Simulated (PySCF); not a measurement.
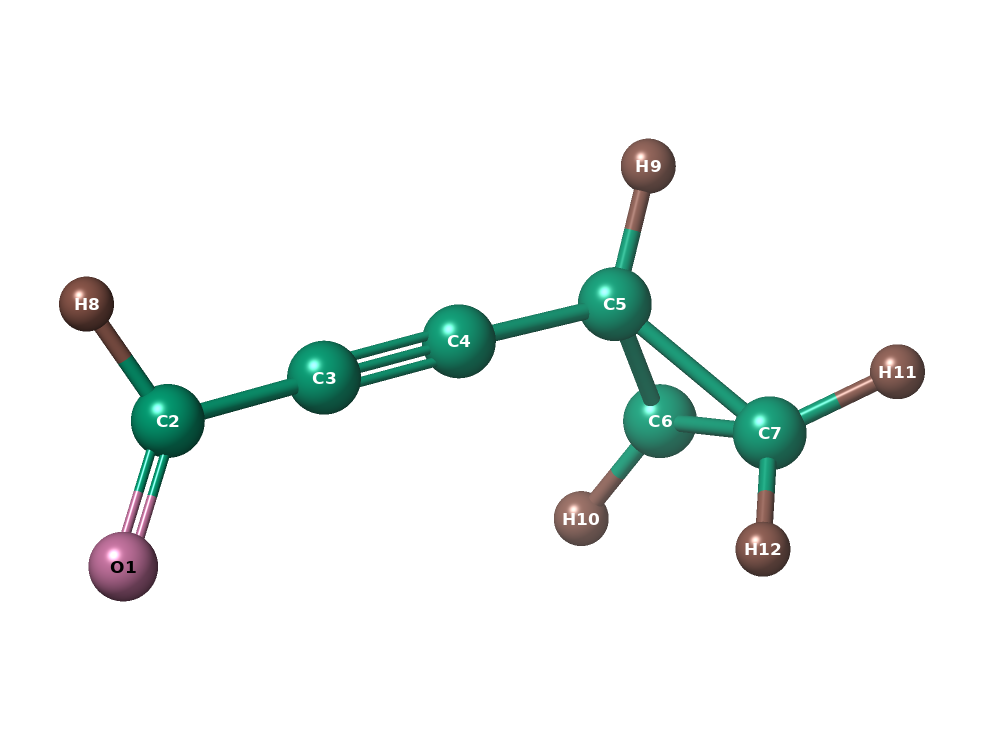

State: neutral, doublet. The computed structure is the end point of a GFN2-xTB optimisation. No frequency run is at hand to confirm it as a minimum. Properties computed with UKS B3LYP, pcH-1 on C H O, non-relativistic (PySCF 2.14.0).

Give the isotropic hyperfine couplings (Fermi-contact term alone) of O1, C2, C3, C4, C5, C6, C7, H8, H9, H10, H11, H12.

```tsv
atom	isotope	a_iso (MHz)
O1	17O	−1.2
C2	13C	−2.1
C3	13C	5.2
C4	13C	23.3
C5	13C	−14.3
C6	13C	299.2
C7	13C	−20.8
H8	1H	−0.3
H9	1H	70.7
H10	1H	−7.6
H11	1H	88.3
H12	1H	61.6
```
